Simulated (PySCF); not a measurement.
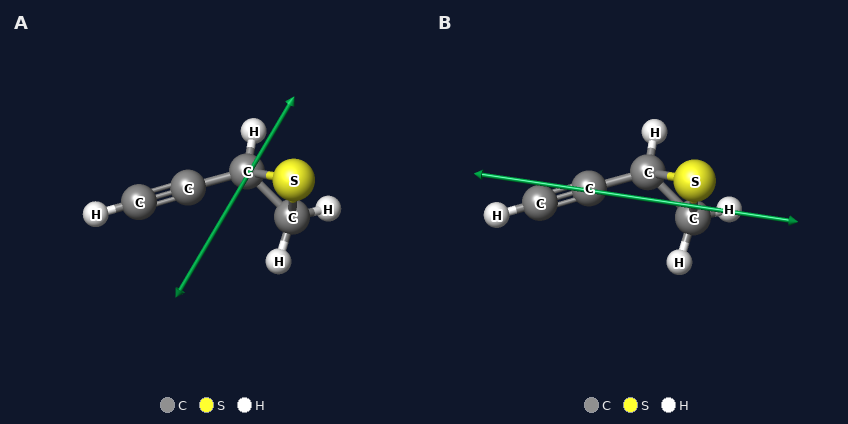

The double arrows show the directions of two transition dipoles from the ground state (lengths mean nothing). The geometry was computed by an optimisation with GFN2-xTB. No frequency run is at hand to confirm it as a minimum. Level of theory: TDDFT PBE0/def2-SVPD, vertical, gas phase, core orbitals frozen in the response (PySCF 2.14.0).

One belongs to singlet state 2 and one to singlet state 4. Which is which?

A: state 4, 6.08 eV (204 nm), oscillator strength 0.017, mainly HOMO → LUMO+2 (weight 0.70).
B: state 2, 5.85 eV (212 nm), oscillator strength 0.018, mainly HOMO−2 → LUMO (weight 0.62).
